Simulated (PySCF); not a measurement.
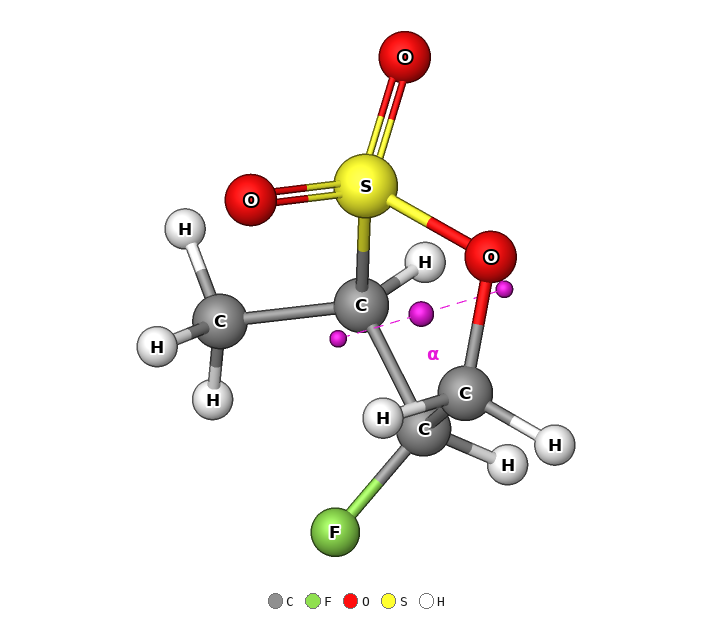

The small points mark where nucleus-independent chemical shifts (NICS) were computed: at the centre of each lettered ring and 1 Å above and below it. The computed structure is the end point of a GFN2-xTB optimisation. No frequency run is at hand to confirm it as a minimum. Method: GIAO PBE0/pcSseg-1 NMR shielding, non-relativistic, gas phase (PySCF 2.14.0).

Give NICS(0), NICS(1) and the out-of-plane component NICS(1)zz for each ring (means of the two sides).

```csv
ring,members,NICS(0),NICS(1),NICS(1)zz
α,C3OS,−6.7,−3.7,−2.8
```

Values in ppm.

Question: What do the values say about the ring currents?

Answer: Ring α: weak, as in a non-aromatic ring. NICS is one index among several.
